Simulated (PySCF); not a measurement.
C₁₀H₃F₅S, SMILES Fc1c(F)c(F)c(-c2cccs2)c(F)c1F at its GFN2-xTB optimised geometry (Å):

```
19

F     -2.1540    -4.0723     0.0000
C     -1.4713    -2.9274     0.0000
C     -2.1333    -1.7046     0.0000
F     -3.4677    -1.6687     0.0000
C     -1.4166    -0.5156     0.0000
F     -2.1361     0.6134     0.0000
C     -0.0115    -0.4731     0.0000
C      0.7353     0.7652     0.0000
C      0.2592     2.0584     0.0000
C      1.2760     3.0241     0.0000
C      2.5219     2.4741     0.0000
S      2.4818     0.7693     0.0000
C      0.6192    -1.7290     0.0000
F      1.9556    -1.8108     0.0000
C     -0.0812    -2.9274     0.0000
F      0.5874    -4.0824     0.0000
H     -0.7804     2.3219     0.0001
H      1.0888     4.0824     0.0001
H      3.4677     2.9788     0.0000
```

Level of theory: CAM-B3LYP/def2-SVP (PySCF). Cells within 0.4 Å of a nucleus heavier than hydrogen are left out (blank, or x).

Map of the deformation density (molecule minus spherical neutral atoms) (e/bohr³) on the plane z = 0.0 Å:

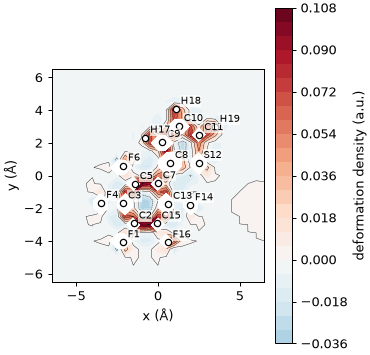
Figure. Deformation density (molecule minus spherical neutral atoms) (e/bohr³) on the plane z = 0.0 Å.
